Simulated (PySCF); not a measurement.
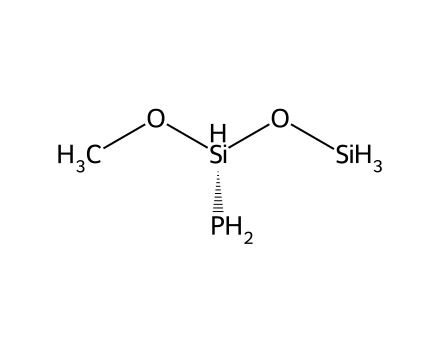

A structural formula.

> Write the SMILES.

CO[Si@@H](P)O[SiH3]

> What is the molecular formula?

CH9O2PSi2.

> An optimisation with GFN2-xTB gave a structure of which point group?

C1.

The parts below concern this one geometry. Atoms keep their numbers from picture to picture. The computed structure is the end point of a GFN2-xTB optimisation. No frequency run is at hand to confirm it as a minimum.

## Shape

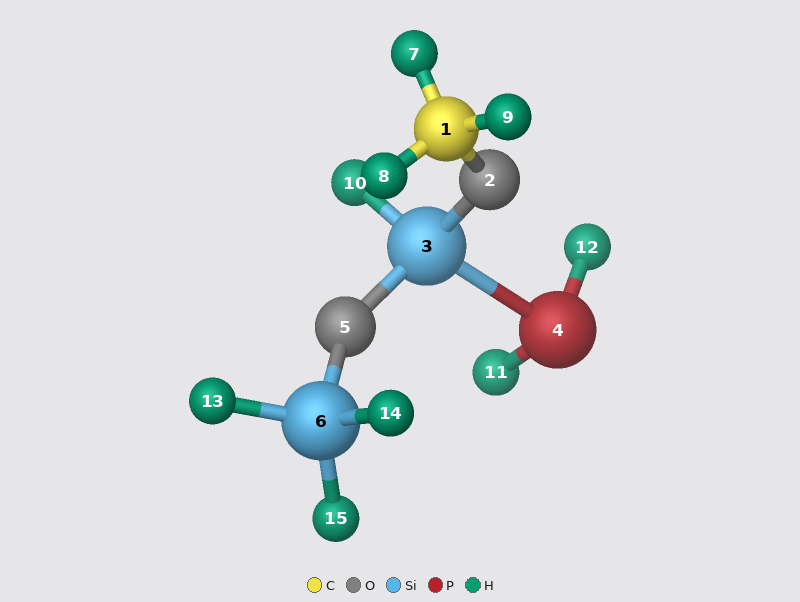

No frequency run is at hand to confirm it as a minimum.

Which atoms are bonded, and how long are the bonds?

```tsv
bond	length (Å)	order
C1–O2	1.398	single
C1–H7	1.092	single
C1–H8	1.092	single
C1–H9	1.090	single
O2–Si3	1.619	single
Si3–P4	2.221	single
Si3–O5	1.623	single
Si3–H10	1.463	single
P4–H11	1.383	single
P4–H12	1.383	single
O5–Si6	1.622	single
Si6–H13	1.461	single
Si6–H14	1.463	single
Si6–H15	1.460	single
```

## Dipole moment

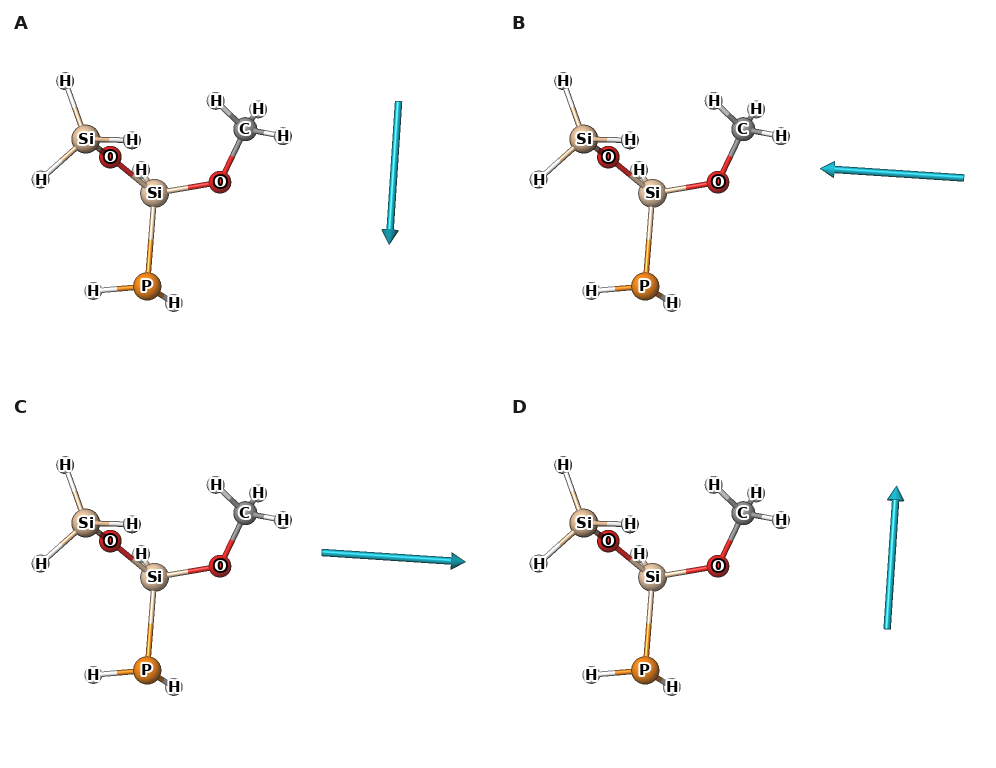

The same molecule four times, each with an arrow. No frequency run is at hand to confirm it as a minimum. Level of theory: PBE0/pcSseg-1, gas phase (PySCF 2.14.0).

> Which arrow points along the dipole moment, from the negative to the positive end?

D. The dipole moment is 1.45 D.

## Excitation

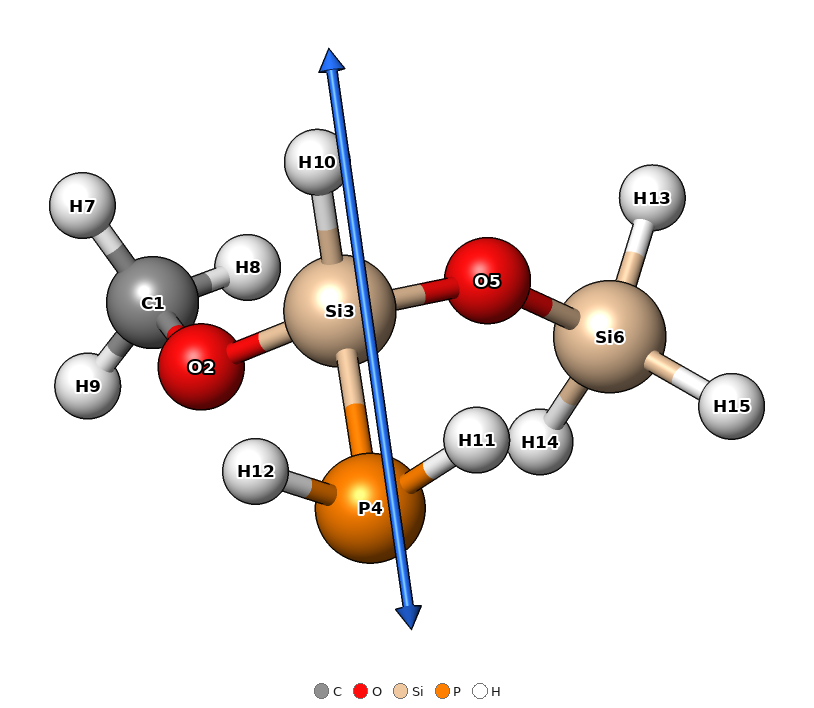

The double arrow shows the direction of the transition dipole to excited singlet state 3 (its length means nothing). No frequency run is at hand to confirm it as a minimum. Level of theory: TDDFT PBE0/def2-SVPD, vertical, gas phase, core orbitals frozen in the response (PySCF 2.14.0).

> Give its energy, strength and character.

7.10 eV (175 nm), oscillator strength 0.11, of mixed character, with the largest part HOMO → LUMO+2 (weight 0.46); transition dipole 1.98 D.

## Polarisability

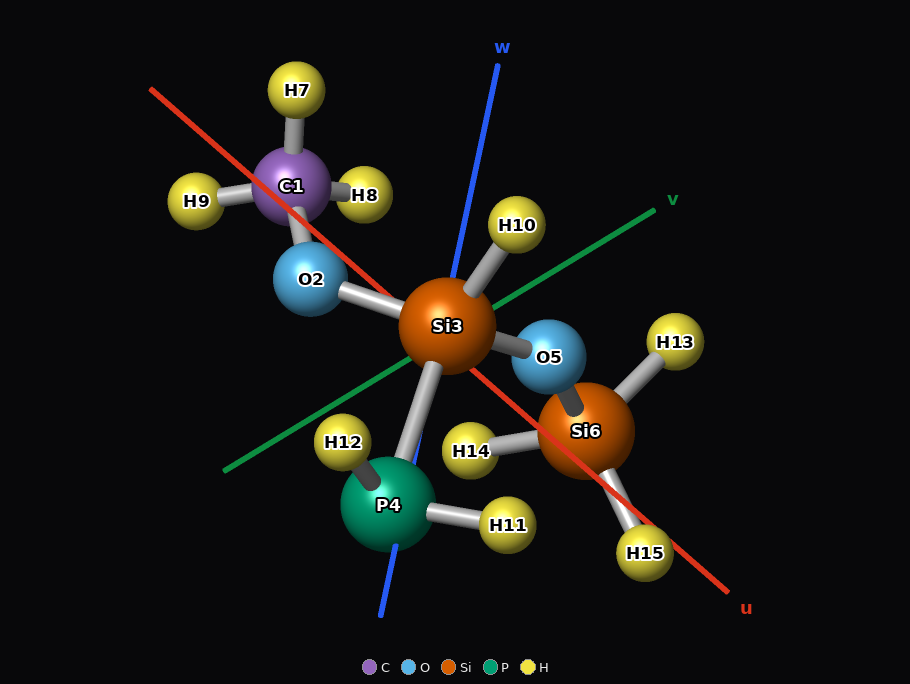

The lines u, v and w are the principal axes of the static dipole polarisability. No frequency run is at hand to confirm it as a minimum. Level of theory: PBE0/def2-SVPD (PySCF 2.14.0).

> Along which axis is the molecule most polarisable, and along which least?

Most along w, least along v.

> Give the three principal values.

u 94.3, v 85.6, w 108.0 bohr³; mean 96.0, anisotropy 19.5 bohr³.

## NMR shielding

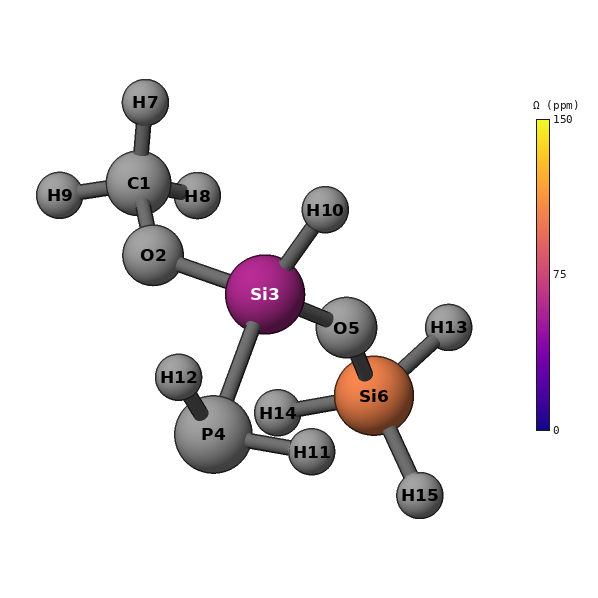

The Si atoms are coloured by the span of their shielding tensor. No frequency run is at hand to confirm it as a minimum. Method: GIAO PBE0/pcSseg-1 NMR shielding, non-relativistic, gas phase (PySCF 2.14.0). Principal shieldings σ11 ≤ σ22 ≤ σ33, span Ω = σ33 − σ11, skew κ = 3(σiso − σ22)/Ω.

> Which Si atom has the most anisotropic shielding?

Si6, with a span of 105 ppm.

Give the shielding tensors of the Si atoms.

```tsv
atom	σ11	σ22	σ33	σiso	Ω	κ
Si3	339.2	358.1	399.1	365.5	59.9	0.37
Si6	355.1	362.6	459.7	392.5	104.6	0.86
```

Shieldings and span in ppm.

The geometry is semi-empirical. Around P, Si such bond lengths and angles can be off by a tenth of an ångström or more and by several degrees, and values that hang on the shape move with them.
